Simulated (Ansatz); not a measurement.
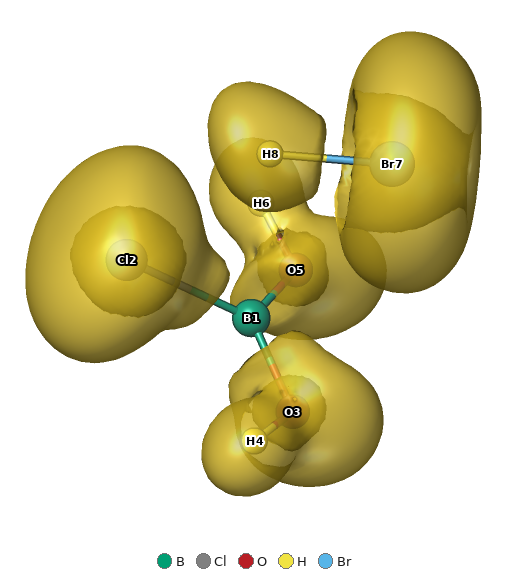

Figure. BClH₂O₂···HBr. Isosurface of the electron localisation function at 0.75 (yellow), seen at an oblique angle. Core shells and regions of very low density are left out.

Not at a stationary point (largest force 1.4 eV/Å).

All numbers below come from RKS PBE0-D4/def2-mTZVP in Ansatz.

```xyz
8

B    -0.0369   -0.4209   -0.1316
Cl    0.0514   -0.8450    1.6610
O     1.0906   -0.3637   -0.8573
H     1.8950   -0.5195   -0.3557
O    -1.2324   -0.2521   -0.7183
H    -1.9847   -0.3084   -0.1229
Br    0.0712    2.7057    0.7313
H     0.1020    1.7183    1.8654
```

**Describe the localisation domains.**

The surface consists of one region around a hydrogen nucleus, one region on Cl in which the atom's valence shell and bonds are merged, one ring or bowl of non-bonding electrons around Br and two joined regions spread over several atoms (H, O), in which their bonds and any lone pairs are merged. Profiles from the grid: Cl2···H8 (2.57 Å): the ELF dips to about 0.05 between them. B–O (1.34 Å): the ELF peaks at about 0.90 between the atoms (a polar covalent bond).
